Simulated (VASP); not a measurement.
# From one sheet to two: 1T-PtS2 monolayer, part 4 of 6

What are the lattice, gap and band positions of 1T-PtS2 monolayer, and what does a second sheet change?

VASP 6.6.1, plane waves and PAW; the level of theory is named at each step.

So far, least gap on mesh and path (eV): step 4 (vacuum level and density of states, optB86b-vdW) 1.79; step 7 (with spin-orbit coupling, optB86b-vdW, spin-orbit coupling) 1.73.

## Step 8: A rigid stacking

This step: optB86b-vdW; plane waves and PAW (Pt, S) (VASP 6.6.1).

System of this step: bilayer of 1T-PtS2 monolayer. The cell holds 6 atoms: 2 Pt and 4 S. Cell: a = 3.538 Å, b = 3.538 Å, c = 25.103 Å, α = 90.0°, β = 90.0°, γ = 120.0°. upper sheet same orientation, shifted by (0.00, 0.00). Vacuum lies along c.

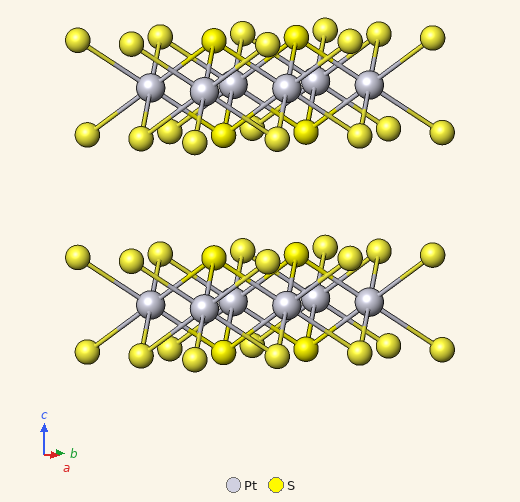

The cell of this step (platinum light grey, sulfur yellow). 1×2×1 cells are drawn. Some periodic images of atoms are drawn too.

Two rigid sheets are set at a typed distance in several high-symmetry stackings, to find where to start. The upper sheet is shifted or turned in the plane and never flipped over.

Contents of INCAR:

```
SYSTEM = PtS2
PREC = Normal
ENCUT = 350
EDIFF = 1E-05
NELM = 120
ISMEAR = 0
SIGMA = 0.03
LREAL = .FALSE.
ALGO = Fast
GGA = MK
AGGAC = 0
LUSE_VDW = .TRUE.
PARAM1 = 0.1234
PARAM2 = 1
LASPH = .TRUE.
NBANDS = 28
LORBIT = 11
LWAVE = .FALSE.
LCHARG = .FALSE.
KPAR = 4
IDIPOL = 3
LDIPOL = .TRUE.
DIPOL = 0.5 0.5 0.5
```

Contents of POSCAR:

```
PtS2
1.0
    3.5376312987      0.0000000000      0.0000000000
   -1.7688156493      3.0636785739      0.0000000000
    0.0000000000      0.0000000000     25.1032839472
Pt S
2 4
Direct
    0.0000000000      0.0000000000      0.3884281000
    0.0000000000      0.0000000000      0.6115719000
    0.3333333300      0.6666666700      0.3386011200
    0.6666666700      0.3333333300      0.4382550900
    0.3333333300      0.6666666700      0.5617449100
    0.6666666700      0.3333333300      0.6613988800
```

Contents of KPOINTS:

```
Automatic mesh
0
Gamma
12 12 1
0 0 0
```

The projector-augmented-wave data sets are Pt and S (PBE family, release 64).

Started as:

```
$ mpirun -np 4 vasp_std
```

What it wrote:

```text
[banner, memory and clock lines left out]
running    4 mpi-ranks, on    1 nodes
 distrk:  each k-point on    1 cores,    4 groups
 distr:  one band on    1 cores,    1 groups

 POSCAR found type information on POSCAR PtS
 POSCAR found :  2 types and       6 ions
 [... a notice as in an earlier step ...]

 [... a notice as in an earlier step ...]

 LDA part: xc-table for (Slater+PW92), standard interpolation
 POSCAR, INCAR and KPOINTS ok, starting setup
 FFT: planning ... GRIDC
 FFT: planning ... GRID_SOFT
 FFT: planning ... GRID
 WAVECAR not read
 entering main loop
       N       E                     dE             d eps       ncg     rms          rms(c)
DAV:   1     0.285879681710E+03    0.28588E+03   -0.14414E+04  1064   0.929E+02
DAV:   2     0.570205074720E+01   -0.28018E+03   -0.27056E+03  1496   0.213E+02
DAV:   3    -0.219991448743E+02   -0.27701E+02   -0.26860E+02  1292   0.734E+01
DAV:   4    -0.228565598669E+02   -0.85741E+00   -0.84891E+00  1396   0.139E+01
DAV:   5    -0.228764460915E+02   -0.19886E-01   -0.19878E-01  1336   0.217E+00    0.245E+01
RMM:   6    -0.206035942909E+02    0.22729E+01   -0.14661E+01  1091   0.183E+01    0.147E+01
RMM:   7    -0.202733109251E+02    0.33028E+00   -0.19986E+00  1069   0.806E+00    0.612E+00
RMM:   8    -0.201904456906E+02    0.82865E-01   -0.20112E-01  1149   0.261E+00    0.930E-01
RMM:   9    -0.201959862329E+02   -0.55405E-02   -0.11165E-01  1185   0.147E+00    0.322E-01
RMM:  10    -0.201957353784E+02    0.25085E-03   -0.13567E-02  1219   0.688E-01    0.226E-01
RMM:  11    -0.201960550497E+02   -0.31967E-03   -0.40062E-03  1442   0.312E-01    0.140E-01
RMM:  12    -0.201959581762E+02    0.96873E-04   -0.86927E-04  1159   0.154E-01    0.882E-02
RMM:  13    -0.201959634620E+02   -0.52857E-05   -0.15296E-04  1226   0.651E-02    0.610E-02
RMM:  14    -0.201959655217E+02   -0.20597E-05   -0.28320E-05   830   0.303E-02
   1 F= -.20195966E+02 E0= -.20195966E+02  d E =-.910447E-22
```

Elapsed: 33 s, on 4 MPI ranks of Intel Xeon Platinum 8488C (Sapphire Rapids), shared host; peak memory 1.6 GiB.

Parts of OUTCAR (step 8):

```text
   k-points           NKPTS =     19   k-points in BZ     NKDIM =     19   number of bands    NBANDS=     28

   ENCUT  =  350.0 eV  25.72 Ry    5.07 a.u.   5.40  5.40 38.29*2*pi/ulx,y,z

   NELECT =      44.0000    total number of electrons

 E-fermi :  -0.9507

 k-point     1 :       0.0000    0.0000    0.0000
  band No.  band energies     occupation
    ...
     18      -1.7795      2.00000
     19      -1.7795      2.00000
     20      -1.7315      2.00000
     21      -1.7315      2.00000
     22      -1.6125      2.00000
     23       1.6127      0.00000
     24       1.6127      0.00000
     25       1.7264      0.00000
     26       1.7264      0.00000
     27       3.7316      0.00000
    ...

Total vdW correction in eV:      6.7130862

  Total        0.3075112      0.3075112     -0.5403710      0.0000000      0.0000000      0.0000000
  in kB        1.8108616      1.8108616     -3.1821181      0.0000000      0.0000000      0.0000000
  external PRESSURE =       0.1465350 kB  Pullay stress =       0.0000000 kB

 POSITION                                       TOTAL-FORCE (eV/Angst)
 -----------------------------------------------------------------------------------
      0.00000      0.00000      9.75082         0.000000     -0.000000      0.087300
      0.00000      0.00000     15.35246         0.000000      0.000000     -0.087300
     -0.00000      2.04245      8.50000        -0.000000      0.000000     -0.029921
      1.76882      1.02123     11.00164        -0.000000      0.000000      0.037371
     -0.00000      2.04245     14.10164         0.000000     -0.000000     -0.037371
      1.76882      1.02123     16.60328         0.000000     -0.000000      0.029921
 -----------------------------------------------------------------------------------
    total drift:                               -0.000000      0.000000      0.000000

  FREE ENERGIE OF THE ION-ELECTRON SYSTEM (eV)
  ---------------------------------------------------
  free  energy   TOTEN  =       -20.1959655217 eV

  energy  without entropy=      -20.1959655217  energy(sigma->0) =      -20.19596552

Total vdW correction in eV:      6.7128051

 vacuum level on the upper side and lower side of the slab         4.263         4.263

[... 3 parts as in an earlier step ...]

[... 13 further parts left out ...]
```

This step gave:

- electronic cycles: 14
- electrons: 44
- free energy (TOTEN): -20.20 eV
- Fermi energy: -0.9507 eV
- gap on the k-mesh: 1.243 eV
- least direct gap on the k-mesh: 1.533 eV

Force by atom:

```
atom  x (eV/Å)  y (eV/Å)  z (eV/Å)    size
 Pt1    0.0000    0.0000    0.0873  0.0873
 Pt2    0.0000    0.0000   -0.0873  0.0873
  S3    0.0000    0.0000   -0.0299  0.0299
  S4    0.0000    0.0000    0.0374  0.0374
  S5    0.0000    0.0000   -0.0374  0.0374
  S6    0.0000    0.0000    0.0299  0.0299
```

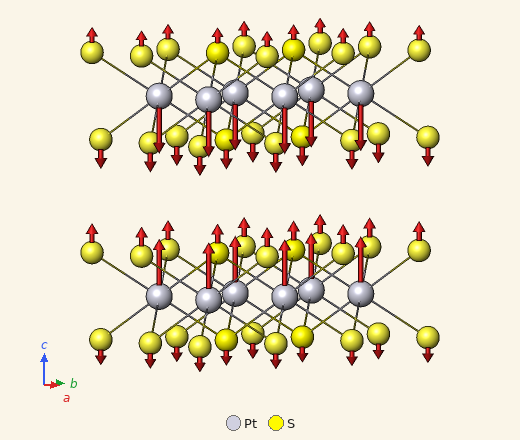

Force as arrows, the longest 0.0873 eV/Å. 1×2×1 cells are drawn. Some periodic images of atoms are drawn too.

Energy at zero smearing: -20.19597 eV.

## Step 9: A rigid stacking

INCAR is that of step 8.

Contents of POSCAR:

```
PtS2
1.0
    3.5376312987      0.0000000000      0.0000000000
   -1.7688156493      3.0636785739      0.0000000000
    0.0000000000      0.0000000000     25.1032839472
Pt S
2 4
Direct
    0.0000000000      0.0000000000      0.3884281000
    0.3333333300      0.6666666700      0.6115719000
    0.3333333300      0.6666666700      0.3386011200
    0.6666666700      0.3333333300      0.4382550900
    0.6666666700      0.3333333300      0.5617449100
    0.0000000000      1.0000000000      0.6613988800
```

KPOINTS is that of step 8.

Started as:

```
$ mpirun -np 4 vasp_std
```

What it wrote:

```text
[... set-up lines as in an earlier step ...]
 entering main loop
       N       E                     dE             d eps       ncg     rms          rms(c)
DAV:   1     0.287060600865E+03    0.28706E+03   -0.14415E+04  1064   0.929E+02
DAV:   2     0.628267267801E+01   -0.28078E+03   -0.27117E+03  1448   0.213E+02
DAV:   3    -0.217884508180E+02   -0.28071E+02   -0.27332E+02  1256   0.744E+01
DAV:   4    -0.226527485446E+02   -0.86430E+00   -0.85313E+00  1416   0.140E+01
[...]
RMM:  17    -0.200289762488E+02   -0.10182E-04   -0.30307E-06   629   0.767E-03    0.217E-03
RMM:  18    -0.200289897179E+02   -0.13469E-04   -0.38790E-06   605   0.716E-03    0.144E-03
RMM:  19    -0.200289912897E+02   -0.15717E-05   -0.70627E-07   306   0.394E-03
   1 F= -.20028991E+02 E0= -.20028991E+02  d E =-.459328E-12
```

Elapsed: 49 s, on 4 MPI ranks; peak memory 1.6 GiB.

From OUTCAR (step 9):

```text
  Total        0.3998515      0.3998515      1.3073760      0.0000000     -0.0000000      0.0000000
  in kB        2.3546320      2.3546320      7.6988308      0.0000000     -0.0000000      0.0000000
  external PRESSURE =       4.1360316 kB  Pullay stress =       0.0000000 kB

 POSITION                                       TOTAL-FORCE (eV/Angst)
 -----------------------------------------------------------------------------------
      0.00000      0.00000      9.75082        -0.000000      0.000000     -0.073596
     -0.00000      2.04245     15.35246         0.000000     -0.000000      0.073596
     -0.00000      2.04245      8.50000         0.000000      0.000000     -0.016678
      1.76882      1.02123     11.00164        -0.000000      0.000000     -0.300164
      1.76882      1.02123     14.10164         0.000000     -0.000000      0.300164
      0.00000      0.00000     16.60328        -0.000000      0.000000      0.016678
 -----------------------------------------------------------------------------------
    total drift:                               -0.000003     -0.000002     -0.000093

  FREE ENERGIE OF THE ION-ELECTRON SYSTEM (eV)
  ---------------------------------------------------
  free  energy   TOTEN  =       -20.0289912897 eV

  energy  without entropy=      -20.0289912897  energy(sigma->0) =      -20.02899129

[... 2 parts as in an earlier step ...]

[... 1 further part left out ...]
[key lines of the parts left out:]
E-fermi :  -0.7950
```

Energy at zero smearing: -20.02899 eV.

## Step 10: A rigid stacking

INCAR is that of step 9.

Contents of POSCAR:

```
PtS2
1.0
    3.5376312987      0.0000000000      0.0000000000
   -1.7688156493      3.0636785739      0.0000000000
    0.0000000000      0.0000000000     25.1032839472
Pt S
2 4
Direct
    0.0000000000      0.0000000000      0.3884281000
    0.6666666700      0.3333333300      0.6115719000
    0.3333333300      0.6666666700      0.3386011200
    0.6666666700      0.3333333300      0.4382550900
    1.0000000000      0.0000000000      0.5617449100
    0.3333333300      0.6666666700      0.6613988800
```

KPOINTS is that of step 9.

Started as:

```
$ mpirun -np 4 vasp_std
```

What it wrote:

```text
[... set-up lines as in an earlier step ...]
 entering main loop
       N       E                     dE             d eps       ncg     rms          rms(c)
DAV:   1     0.286162109394E+03    0.28616E+03   -0.14416E+04  1064   0.929E+02
DAV:   2     0.636170389395E+01   -0.27980E+03   -0.26890E+03  1432   0.214E+02
DAV:   3    -0.219770458919E+02   -0.28339E+02   -0.27725E+02  1280   0.748E+01
DAV:   4    -0.228438321212E+02   -0.86679E+00   -0.85958E+00  1380   0.142E+01
[...]
RMM:  12    -0.201833198204E+02    0.16503E-03   -0.11337E-03  1146   0.172E-01    0.881E-02
RMM:  13    -0.201833205699E+02   -0.74954E-06   -0.14043E-04  1218   0.619E-02    0.663E-02
RMM:  14    -0.201833185876E+02    0.19823E-05   -0.26661E-05   819   0.296E-02
   1 F= -.20183319E+02 E0= -.20183319E+02  d E =-.110809E-15
```

It took 42 s on 4 MPI ranks; peak memory 1.6 GiB; 2.2 min of CPU time.

Parts of OUTCAR (step 10):

```text
  Total        0.2158472      0.2158472     -0.2682762      0.0000000      0.0000000     -0.0000000
  in kB        1.2710736      1.2710736     -1.5798159      0.0000000      0.0000000     -0.0000000
  external PRESSURE =       0.3207771 kB  Pullay stress =       0.0000000 kB

 POSITION                                       TOTAL-FORCE (eV/Angst)
 -----------------------------------------------------------------------------------
      0.00000      0.00000      9.75082        -0.000000      0.000000      0.028471
      1.76882      1.02123     15.35246        -0.000000     -0.000000     -0.028471
     -0.00000      2.04245      8.50000         0.000000      0.000000     -0.018627
      1.76882      1.02123     11.00164        -0.000000      0.000000      0.027446
      0.00000      0.00000     14.10164         0.000000      0.000000     -0.027446
     -0.00000      2.04245     16.60328         0.000000      0.000000      0.018627
 -----------------------------------------------------------------------------------
    total drift:                                0.000002      0.000001      0.000355

  FREE ENERGIE OF THE ION-ELECTRON SYSTEM (eV)
  ---------------------------------------------------
  free  energy   TOTEN  =       -20.1833185876 eV

  energy  without entropy=      -20.1833185876  energy(sigma->0) =      -20.18331859

[... 2 parts as in an earlier step ...]

[... 1 further part left out ...]
[key lines of the parts left out:]
E-fermi :  -1.0020
```

Energy at zero smearing: -20.18332 eV.

## Step 11: A rigid stacking

INCAR is that of step 10.

Contents of POSCAR:

```
PtS2
1.0
    3.5376312987      0.0000000000      0.0000000000
   -1.7688156493      3.0636785739      0.0000000000
    0.0000000000      0.0000000000     25.1032839472
Pt S
2 4
Direct
    0.0000000000      0.0000000000      0.3884281000
    0.0000000000      0.0000000000      0.6115719000
    0.3333333300      0.6666666700      0.3386011200
    0.6666666700      0.3333333300      0.4382550900
    0.6666666700      0.3333333300      0.5617449100
    0.3333333300      0.6666666700      0.6613988800
```

KPOINTS is that of step 10.

Started as:

```
$ mpirun -np 4 vasp_std
```

What it wrote:

```text
[... set-up lines as in an earlier step ...]
 entering main loop
       N       E                     dE             d eps       ncg     rms          rms(c)
DAV:   1     0.286315290413E+03    0.28632E+03   -0.14428E+04  1064   0.929E+02
DAV:   2     0.593257632496E+01   -0.28038E+03   -0.27055E+03  1440   0.214E+02
DAV:   3    -0.218350481544E+02   -0.27768E+02   -0.27206E+02  1272   0.747E+01
DAV:   4    -0.226455529688E+02   -0.81050E+00   -0.80094E+00  1380   0.139E+01
[...]
RMM:  16    -0.200126130307E+02   -0.16811E-04   -0.76544E-06   687   0.120E-02    0.270E-03
RMM:  17    -0.200126296513E+02   -0.16621E-04   -0.44438E-06   664   0.848E-03    0.149E-03
RMM:  18    -0.200126385752E+02   -0.89238E-05   -0.23915E-06   493   0.597E-03
   1 F= -.20012639E+02 E0= -.20012639E+02  d E =-.189446E-18
```

It took 52 s on 4 MPI ranks; peak memory 1.6 GiB.

OUTCAR, selected parts (step 11):

```text
  Total        0.3900100      0.3900100      1.4902686      0.0000000     -0.0000000      0.0000000
  in kB        2.2966774      2.2966774      8.7758424      0.0000000     -0.0000000      0.0000000
  external PRESSURE =       4.4563991 kB  Pullay stress =       0.0000000 kB

 POSITION                                       TOTAL-FORCE (eV/Angst)
 -----------------------------------------------------------------------------------
      0.00000      0.00000      9.75082         0.000000     -0.000000     -0.061019
      0.00000      0.00000     15.35246         0.000000     -0.000000      0.061019
     -0.00000      2.04245      8.50000        -0.000000      0.000000     -0.030294
      1.76882      1.02123     11.00164         0.000000     -0.000000     -0.346263
      1.76882      1.02123     14.10164         0.000000     -0.000000      0.346263
     -0.00000      2.04245     16.60328        -0.000000      0.000000      0.030294
 -----------------------------------------------------------------------------------
    total drift:                                0.000000     -0.000000      0.000000

  FREE ENERGIE OF THE ION-ELECTRON SYSTEM (eV)
  ---------------------------------------------------
  free  energy   TOTEN  =       -20.0126385752 eV

  energy  without entropy=      -20.0126385752  energy(sigma->0) =      -20.01263858

[... 2 parts as in an earlier step ...]

[... 1 further part left out ...]
[key lines of the parts left out:]
E-fermi :  -0.7513
```

Energy at zero smearing: -20.01264 eV.

## Step 12: A rigid stacking

INCAR is that of step 11.

Contents of POSCAR:

```
PtS2
1.0
    3.5376312987      0.0000000000      0.0000000000
   -1.7688156493      3.0636785739      0.0000000000
    0.0000000000      0.0000000000     25.1032839472
Pt S
2 4
Direct
    0.0000000000      0.0000000000      0.3884281000
    0.3333333300      0.6666666700      0.6115719000
    0.3333333300      0.6666666700      0.3386011200
    0.6666666700      0.3333333300      0.4382550900
    0.0000000000      1.0000000000      0.5617449100
    0.6666666700      0.3333333300      0.6613988800
```

KPOINTS is that of step 11.

Started as:

```
$ mpirun -np 4 vasp_std
```

What it wrote:

```text
[... set-up lines as in an earlier step ...]
 entering main loop
       N       E                     dE             d eps       ncg     rms          rms(c)
DAV:   1     0.287220275213E+03    0.28722E+03   -0.14410E+04  1064   0.929E+02
DAV:   2     0.461554375123E+01   -0.28260E+03   -0.27222E+03  1484   0.214E+02
DAV:   3    -0.220909239644E+02   -0.26706E+02   -0.26132E+02  1276   0.732E+01
DAV:   4    -0.228546521156E+02   -0.76373E+00   -0.75104E+00  1424   0.133E+01
[...]
RMM:  12    -0.201957606353E+02    0.93900E-04   -0.84751E-04  1167   0.148E-01    0.967E-02
RMM:  13    -0.201957581536E+02    0.24818E-05   -0.19970E-04  1215   0.749E-02    0.630E-02
RMM:  14    -0.201957601613E+02   -0.20077E-05   -0.35254E-05   880   0.332E-02
   1 F= -.20195760E+02 E0= -.20195760E+02  d E =-.225601E-13
```

Elapsed: 44 s, on 4 MPI ranks; peak memory 1.6 GiB; 2.3 min of CPU time.

OUTCAR, selected parts (step 12):

```text
  Total        0.2604795      0.2604795     -0.4748793      0.0000000      0.0000000     -0.0000000
  in kB        1.5339026      1.5339026     -2.7964527      0.0000000      0.0000000     -0.0000000
  external PRESSURE =       0.0904509 kB  Pullay stress =       0.0000000 kB

 POSITION                                       TOTAL-FORCE (eV/Angst)
 -----------------------------------------------------------------------------------
      0.00000      0.00000      9.75082         0.000000      0.000000      0.037878
     -0.00000      2.04245     15.35246         0.000000      0.000000     -0.068583
     -0.00000      2.04245      8.50000        -0.000000      0.000000     -0.015034
      1.76882      1.02123     11.00164         0.000000      0.000000      0.058321
      0.00000      0.00000     14.10164         0.000000      0.000000     -0.033779
      1.76882      1.02123     16.60328        -0.000000      0.000000      0.021196
 -----------------------------------------------------------------------------------
    total drift:                               -0.000001     -0.000003      0.000769

  FREE ENERGIE OF THE ION-ELECTRON SYSTEM (eV)
  ---------------------------------------------------
  free  energy   TOTEN  =       -20.1957601613 eV

  energy  without entropy=      -20.1957601613  energy(sigma->0) =      -20.19576016

[... 2 parts as in an earlier step ...]

[... 1 further part left out ...]
[key lines of the parts left out:]
E-fermi :  -1.0082
```

Energy at zero smearing: -20.19576 eV.

(Part 4 of 6 ends here.)

[Lines on the potential files, build, host, timing and source positions are cut from VASP's logs without a mark.]

[Logs are printed without paths, hosts, clocks, repeated set-up lines and the standing remarks that a program may print on its own settings, such as how far it seeks lower states.]

[Hosts, paths, dates, database ids (printed as entryN), source tags and the programs' standing remarks are cut or masked in the printed files.]

[Runs that stopped without an error message from VASP are left out.]
